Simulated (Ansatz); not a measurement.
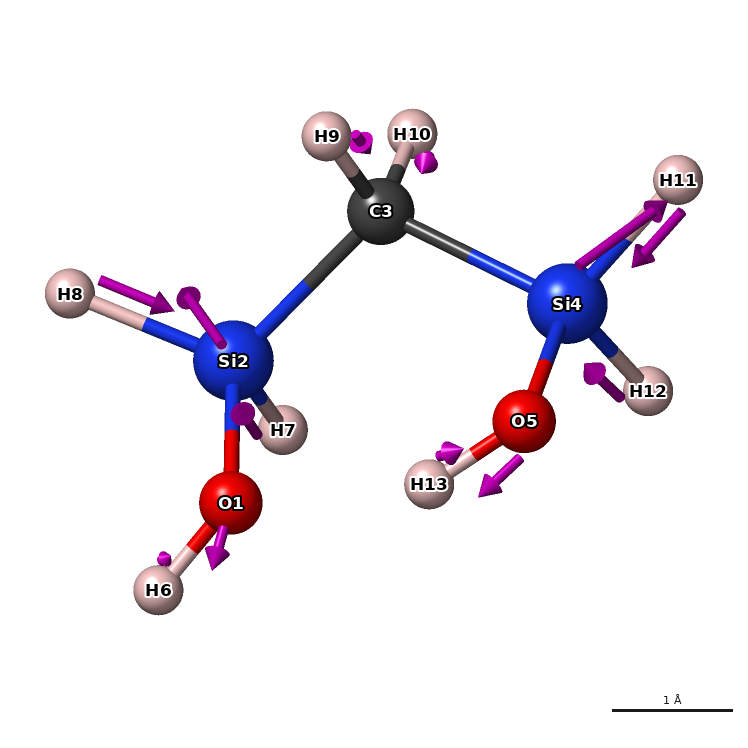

Arrows show the forces on the atoms, 4 Å of arrow for 1 eV/Å; forces under a tenth of the largest aren't drawn. Level of theory: ωB97M-V/def2-TZVPP (Ansatz 0.2.0).

List the force components in the frame of the picture (x right, y up, z towards the viewer), in eV/Å.

| atom | Fx | Fy | Fz |
| --- | --- | --- | --- |
| O1 | −0.02 | −0.09 | 0.04 |
| Si2 | −0.08 | 0.12 | −0.23 |
| C3 | −0.01 | 0.02 | 0.01 |
| Si4 | 0.19 | 0.14 | −0.14 |
| O5 | −0.09 | −0.08 | 0.03 |
| H6 | 0.02 | 0.01 | 0.02 |
| H7 | −0.04 | 0.06 | 0.14 |
| H8 | 0.16 | −0.07 | 0.02 |
| H9 | 0.03 | −0.04 | −0.05 |
| H10 | −0.02 | −0.04 | 0.06 |
| H11 | −0.11 | −0.12 | −0.06 |
| H12 | −0.08 | 0.07 | 0.11 |
| H13 | 0.05 | 0.02 | 0.04 |
